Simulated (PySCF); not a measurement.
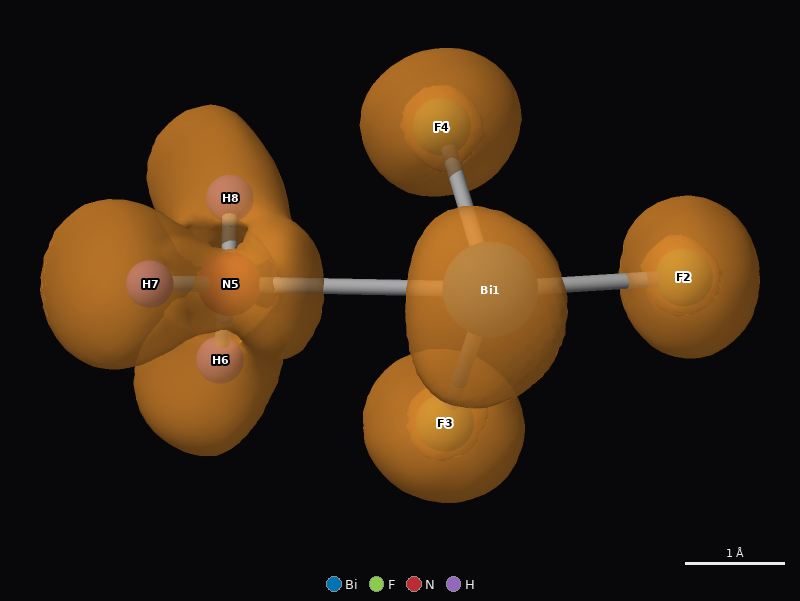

Figure. BiF3H3N (Bi(F)3(NH3)). Isosurface of the ELF at 0.75 (orange), seen across its widest extent. Only the valence region is drawn (cores and ρ < 0.01 e/Å³ removed).

Core potentials replace the inner electrons of Bi.

Computed with PySCF, RKS PBE0, Bi def2-SVP with ECP60, F def2-SVP, N def2-SVP, H def2-SVP; non-relativistic Hamiltonian with scalar-relativistic core potentials where named; density fitting.

The calculation's input:

```
mol = gto.M(atom='''
Bi     0.27167     0.81663     0.07122
F      1.31680    -0.37504     1.35985
F     -1.52967     0.27334     0.84897
F      0.30113    -0.61449    -1.38045
N     -1.59053     1.38865    -1.74270
H     -2.42505     1.16151    -1.20066
H     -1.79300     2.18710    -2.34155
H     -1.38705     0.57823    -2.33139''',
    basis={'Bi': 'def2-SVP', 'F': 'def2-SVP', 'N': 'def2-SVP', 'H': 'def2-SVP'},
    ecp={'Bi': 'def2-SVP'},
    charge=0, spin=0)
mf = dft.RKS(mol, xc='PBE0')
mf.grids.atom_grid = (75, 302)  # f atoms: at least (60, 302), unpruned
mf = mf.density_fit()  # Bi def2-universal-JKFIT, F def2-universal-JKFIT, N def2-universal-JKFIT, H def2-universal-JKFIT
mf.conv_tol = 1e-09; mf.max_cycle = 55
mf.kernel(dm0)
```

Launched as:

```sh
OMP_NUM_THREADS=2 python run.py
```

### Where are the electrons localised?

The ELF exceeds this value in one lobe on Bi, pointing away from the bonds (lone pairs), three regions wrapped around F (the valence shell of each) and one joined region spread over several atoms (H, N), in which their bonds and any lone pairs are merged.

Values along the shortest contacts:
Bi–F (2.04 Å): the ELF peaks at about 0.80 in the valence shell of F, 0.5 Å from its nucleus, and drops to about 0.15 between the two atoms. Bi–N (2.66 Å): the ELF peaks at about 0.95 in the valence shell of N, 0.7 Å from its nucleus, and drops to about 0.15 between the two atoms.
